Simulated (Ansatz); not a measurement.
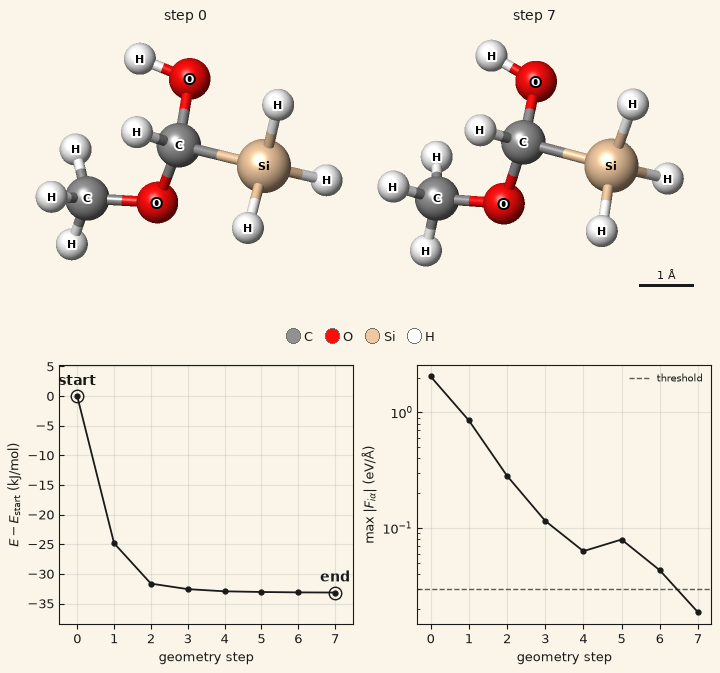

First and last geometry of a relaxation of C$_{2}$H$_{8}$O$_{2}$Si (coarse preliminary run), with the history of the run. The picture is a ball-and-stick view, seen at a tilt.

The start comes from a force field.

Computed with Ansatz, RKS PBE-D4/def2-SVP. Settings: force threshold 0.03 eV/Å; at most 200 steps.

Q: Read the history and describe the run.

A: It converged. An H atom moves most after the best rigid fit: 0.35 Å. Largest moves by element: H 0.35 Å, O 0.24 Å, C 0.19 Å, Si 0.04 Å. Some distances before and after: C–O 1.479 → 1.416 Å, C–O 1.360 → 1.413 Å, C–H 1.071 → 1.119 Å, H–Si 1.459 → 1.501 Å. Among the angles between lasting bonds that change: Si–C–H 102.7° → 110.9°, O–C–Si 113.2° → 105.9°, C–O–H 101.8° → 108.8°. Over 7 geometry steps the energy falls by 33.1 kJ/mol. The largest force component goes from 2 to 0.019 eV/Å. The run took 11 s on 4 threads of Arm Neoverse V2, on a shared host.
